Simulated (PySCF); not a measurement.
Frequency calculation of C₂H₅Al

- system: C₂H₅Al, SMILES C=[CH][AlH2]
- method: HF/def2-SVP, RHF, dispersion D3(BJ), sfX2C (PySCF 2.14.0)

The geometry was optimised with HF/def2-SVP symmetrised.

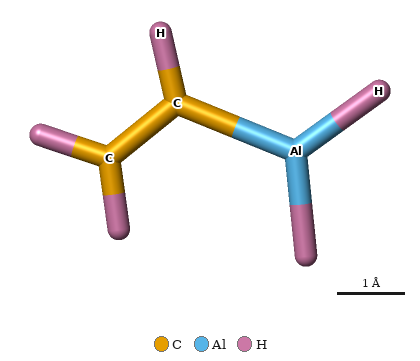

*The input geometry (stick view, seen on its broad side). Sticks mark near contacts.*

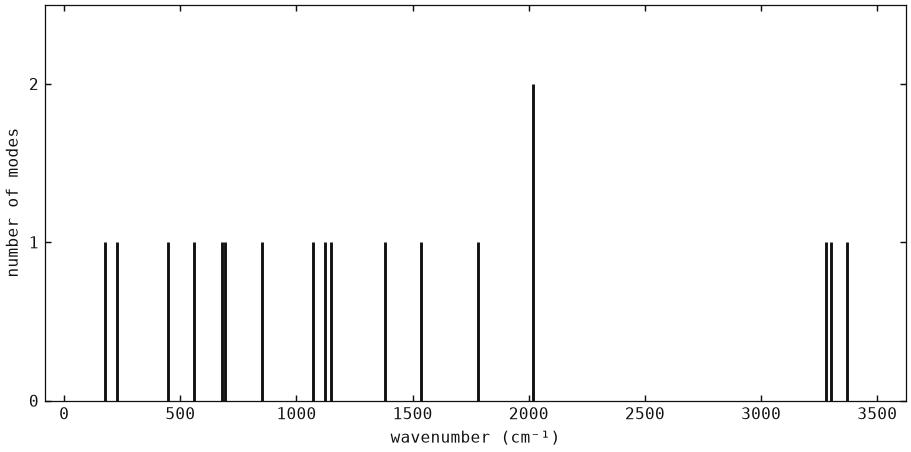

*Harmonic vibrational wavenumbers from the force constants; neighbouring modes closer than 15 cm⁻¹ are counted in one stick.*

18 modes from 174 to 3368 cm⁻¹, none imaginary.

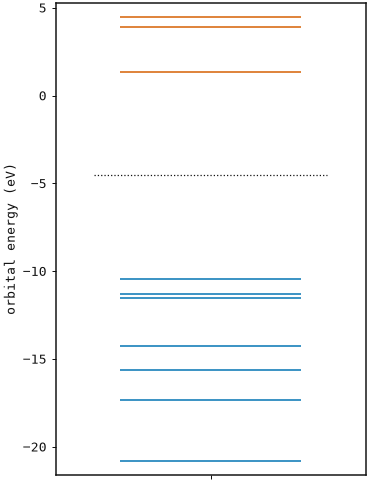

*Orbital energies near the frontier; the dotted line parts filled from empty levels, and levels within 0.02 eV of each other stand side by side.*

Highest filled −10.42 eV, lowest empty 1.36 eV, 11.78 eV apart.

These pictures come from the run below.

### Input (input.py)
```python
from pyscf import gto, scf, symm
from pyscf.hessian import thermo

mol = gto.M(
    atom='''
C   -1.274485   1.068284  -0.472144
C   -0.068724   0.891134   0.062301
Al   0.647708  -0.901678   0.202175
H   -1.865272   0.232917  -0.831215
H   -1.732705   2.045763  -0.579363
H    0.451844   1.783862   0.395167
H    2.069024  -1.194897   0.823199
H   -0.255599  -2.079247  -0.336084
''',
    max_memory=1860,
    charge=0,
    spin=0,
    verbose=3,
    basis='def2-svp',
)

mf = scf.RHF(mol)
mf = mf.x2c()
mf.disp = 'd3bj'
mf.kernel()

etot = mf.e_tot
print('E = %.10f Eh' % etot)
hess = mf.Hessian().kernel()
modes = thermo.harmonic_analysis(mol, hess)
thermo.dump_normal_mode(mol, modes)
symm.geom.TOLERANCE = 1e-3  # for the symmetry number
th = thermo.thermo(mf, modes['freq_au'], 800, 101325)
thermo.dump_thermo(mol, th)
```

Launched with:
```bash
OMP_NUM_THREADS=1 python input.py
```

### What the program printed
```
converged SCF energy = -320.855948331345
E = -320.8559483313 Eh

WARN: DFTD3 does not support analytical Hessian, using finite difference

WARN: Mole.unit (angstrom) is changed to Bohr

Mode                                 0                   1                   2
Irrep
Freq [cm^-1]                      173.8085            228.5150            448.4226
Reduced mass [au]                   1.2511              2.1301              1.1396
Force const [Dyne/A]                0.0223              0.0655              0.1350
Char temp [K]                     250.0718            328.7822            645.1803
Normal mode                   x     y     z       x     y     z       x     y     z
       0   C                -0.03 -0.01  0.07   -0.06  0.14 -0.01    0.01  0.00 -0.01
       1   C                 0.05  0.01 -0.10   -0.08 -0.08 -0.04   -0.04 -0.01  0.09
       2  Al                -0.00 -0.00  0.00    0.05 -0.04  0.02    0.00  0.00 -0.00
       3   H                -0.05 -0.01  0.11   -0.20  0.27 -0.07   -0.19 -0.04  0.41
       4   H                -0.07 -0.02  0.16    0.11  0.23  0.07    0.24  0.06 -0.53
       5   H                 0.06  0.01 -0.13    0.03 -0.15 -0.00    0.17  0.04 -0.37
       6   H                -0.28 -0.07  0.62    0.09  0.25  0.07    0.03  0.01 -0.07
       7   H                 0.21  0.05 -0.45    0.27 -0.24  0.10    0.16  0.04 -0.34
Mode                                 3                   4                   5
Irrep
Freq [cm^-1]                      558.1990            677.6650            692.9094
Reduced mass [au]                   1.4564              1.2524              2.9707
Force const [Dyne/A]                0.2674              0.3389              0.8404
Char temp [K]                     803.1240            975.0090            996.9423
Normal mode                   x     y     z       x     y     z       x     y     z
       0   C                -0.06  0.04 -0.03    0.00  0.00 -0.01   -0.03  0.03 -0.01
       1   C                -0.05  0.02 -0.02   -0.03 -0.01  0.07   -0.00  0.19  0.02
       2  Al                 0.07 -0.03  0.03    0.03  0.01 -0.06    0.01 -0.09 -0.00
       3   H                -0.10  0.07 -0.04   -0.05 -0.01  0.10    0.13 -0.11  0.05
       4   H                -0.02  0.07 -0.00    0.07  0.02 -0.16   -0.23 -0.07 -0.11
       5   H                -0.11  0.07 -0.05    0.03  0.01 -0.06   -0.07  0.24 -0.00
       6   H                -0.01 -0.62 -0.07   -0.26 -0.06  0.56    0.03  0.03  0.02
       7   H                -0.33  0.34 -0.12   -0.25 -0.06  0.54    0.21 -0.27  0.07
Mode                                 6                   7                   8
Irrep
Freq [cm^-1]                      849.8040           1072.2976           1121.4878
Reduced mass [au]                   1.0984              1.1292              1.3226
Force const [Dyne/A]                0.4673              0.7650              0.9801
Char temp [K]                    1222.6788           1542.7975           1613.5712
Normal mode                   x     y     z       x     y     z       x     y     z
       0   C                 0.01 -0.01  0.00   -0.02  0.08 -0.00   -0.06 -0.01  0.13
       1   C                 0.00 -0.02 -0.00   -0.02 -0.04 -0.01    0.01  0.00 -0.03
       2  Al                -0.02  0.05 -0.00    0.01  0.01  0.00    0.00  0.00 -0.00
       3   H                -0.02  0.02 -0.01    0.35 -0.24  0.13    0.26  0.06 -0.58
       4   H                 0.04  0.01  0.02   -0.46 -0.15 -0.23    0.24  0.05 -0.52
       5   H                 0.02 -0.03  0.00    0.46 -0.38  0.17    0.03  0.01 -0.06
       6   H                -0.10 -0.66 -0.12   -0.00 -0.07 -0.01   -0.00 -0.00  0.01
       7   H                 0.48 -0.43  0.18   -0.04  0.04 -0.01   -0.00 -0.00  0.01
Mode                                 9                  10                  11
Irrep
Freq [cm^-1]                     1150.1488           1380.9694           1536.7692
Reduced mass [au]                   1.1017              1.3864              1.2826
Force const [Dyne/A]                0.8586              1.5578              1.7846
Char temp [K]                    1654.8081           1986.9075           2211.0688
Normal mode                   x     y     z       x     y     z       x     y     z
       0   C                 0.01  0.00 -0.02   -0.06 -0.09 -0.04    0.03 -0.01  0.01
       1   C                -0.04 -0.01  0.08    0.02  0.11  0.02   -0.12  0.05 -0.05
       2  Al                -0.00 -0.00  0.00    0.00 -0.00  0.00    0.00 -0.00  0.00
       3   H                 0.17  0.04 -0.36   -0.35  0.15 -0.14    0.45 -0.35  0.17
       4   H                -0.17 -0.04  0.37    0.19  0.05  0.09    0.52  0.22  0.26
       5   H                 0.31  0.07 -0.68    0.58 -0.30  0.23    0.07 -0.10  0.02
       6   H                 0.00  0.00 -0.00    0.02  0.00  0.01    0.01 -0.01  0.00
       7   H                 0.00  0.00 -0.01   -0.02  0.01 -0.01   -0.01 -0.01 -0.01
Mode                                12                  13                  14
Irrep
Freq [cm^-1]                     1780.8539           2014.2891           2020.9736
Reduced mass [au]                   3.5153              1.0585              1.0261
Force const [Dyne/A]                6.5685              2.5304              2.4692
Char temp [K]                    2562.2522           2898.1135           2907.7310
Normal mode                   x     y     z       x     y     z       x     y     z
       0   C                 0.17 -0.03  0.08    0.00  0.00  0.00   -0.00  0.00  0.00
       1   C                -0.15  0.04 -0.06   -0.00 -0.00 -0.00    0.00 -0.00  0.00
       2  Al                 0.00 -0.00  0.00   -0.03 -0.02 -0.02   -0.02  0.02 -0.00
       3   H                -0.17  0.29 -0.05    0.00 -0.00  0.00    0.00  0.00  0.00
       4   H                -0.17 -0.23 -0.10    0.00  0.00  0.00   -0.01 -0.00 -0.00
       5   H                 0.02 -0.11 -0.00    0.00 -0.01  0.00   -0.02  0.01 -0.01
       6   H                 0.00 -0.01 -0.00    0.49 -0.11  0.21    0.73 -0.14  0.32
       7   H                -0.02  0.01 -0.01    0.45  0.60  0.27   -0.33 -0.41 -0.19
Mode                                15                  16                  17
Irrep
Freq [cm^-1]                     3278.1621           3300.7743           3367.7344
Reduced mass [au]                   1.0595              1.0918              1.1171
Force const [Dyne/A]                6.7085              7.0086              7.4646
Char temp [K]                    4716.5453           4749.0794           4845.4200
Normal mode                   x     y     z       x     y     z       x     y     z
       0   C                -0.06  0.01 -0.02   -0.03 -0.01 -0.01   -0.01 -0.09 -0.01
       1   C                -0.01 -0.02 -0.01    0.04  0.06  0.03   -0.01 -0.01 -0.00
       2  Al                -0.00  0.00 -0.00    0.00 -0.00  0.00   -0.00  0.00 -0.00
       3   H                 0.32  0.47  0.19    0.17  0.24  0.10    0.37  0.52  0.22
       4   H                 0.28 -0.63  0.06    0.06 -0.13  0.01   -0.27  0.58 -0.06
       5   H                 0.16  0.27  0.10   -0.42 -0.73 -0.27    0.06  0.11  0.04
       6   H                 0.00  0.00  0.00   -0.00  0.00 -0.00    0.00  0.00  0.00
       7   H                 0.00  0.00  0.00    0.00  0.00  0.00    0.00  0.00  0.00
temperature 800.0000 [K]
pressure 101325.00 [Pa]
Rotational constants [GHz] 38.03550 5.43447 4.75507
Symmetry number 1
Zero-point energy (ZPE) 0.05844 [Eh]   153443.702 [J/mol]
                           tot       elec      trans        rot        vib
Entropy [J/mol/K]       381.865      0.000    179.475    109.827     92.564
Cv [J/mol/K]            118.346      0.000     12.472     12.472     93.403
Cp [J/mol/K]            126.661      0.000     20.786     12.472     93.403
Internal energy [J/mol]                      9977.352   9977.352 193738.957
Internal energy [Eh]   -320.77456  -320.85595
Enthalpy [J/mol]                            16628.920   9977.352 193738.957
Enthalpy [Eh]          -320.77202
Gibbs free energy [J/mol]                  -126950.835 -77883.894 119688.083
Gibbs free energy [Eh] -320.88838
```

### Key numbers

```tsv
quantity	value
outcome	converged
total energy	−320.855948 hartree
dispersion energy	−0.040418 hartree
basis functions	71
HOMO	−10.42 eV
LUMO	1.36 eV
zero-point energy	0.058444 hartree
dipole moment	0.88 D
wavenumbers, lowest and highest	174 and 3368 cm⁻¹
hardware	1 thread of Arm Neoverse V1, 24 GiB of memory available, shared host
wall time	40 s
peak memory	0.2 GiB
```
